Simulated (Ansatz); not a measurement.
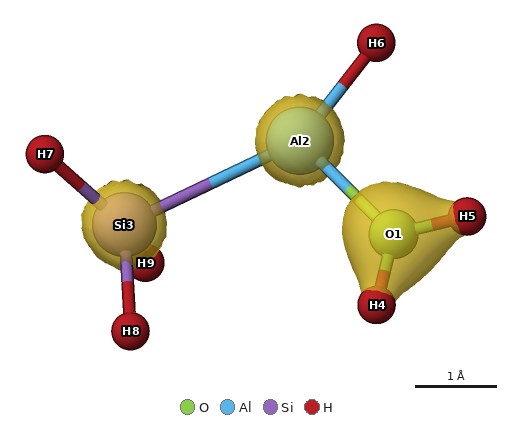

*AlH6OSi (charge +1). Isosurface of the electron density at 1.5 e/Å³ (yellow), seen at a tilt.*

A point of a scan, not a minimum; geometry: rigid move from PBE0-D4/def2-TZVP; not at a stationary point (largest force 1.3 eV/Å).

Method: RKS PBE0-D4/def2-TZVPP in Ansatz.

Input file:

```
crystal:
  periodic: [false, false, false]
  atoms:
    - {symbol: O, position_ang: [-1.212202, 0.773647, -1.204434]}
    - {symbol: Al, position_ang: [0.146796, 1.009412, 0.106656]}
    - {symbol: Si, position_ang: [0.915845, -1.158309, 0.929546]}
    - {symbol: H, position_ang: [-1.567584, -0.069501, -1.519868]}
    - {symbol: H, position_ang: [-1.655027, 1.506125, -1.658125]}
    - {symbol: H, position_ang: [0.232859, 2.572896, 0.135533]}
    - {symbol: H, position_ang: [2.364568, -1.247386, 0.632805]}
    - {symbol: H, position_ang: [0.141731, -2.190753, 0.194525]}
    - {symbol: H, position_ang: [0.068242, -1.147394, 2.144642]}
basis:
  gaussian: {orbitals: def2-TZVPP}
total_charge: 1
hamiltonian: {xc: pbe0, dispersion: d4}
output: {forces: true, orbitals: {seedname: orbitals}}
```

Command:

```sh
ansatz run in.yaml --threads 2 --pin off --events-out ev --progress --plain --max-ram 4352MiB
```

**Which contacts does the surface bridge?**

At this value the surface falls into seven separate pieces. It bridges the sampled O–H (0.97 Å) contacts, where the density stays above the isovalue. It is pinched off along the sampled Al–O (1.90 Å), Al–Si (2.44 Å) and Si–H (1.48 Å) contacts. On the grid the lowest density along these lines, outside the cores, is 0.45 e/Å³ (Al–O, 1.90 Å), 0.47 e/Å³ (Al–Si, 2.44 Å), 2.4 e/Å³ (O–H, 0.97 Å) and 0.8 e/Å³ (Si–H, 1.48 Å).
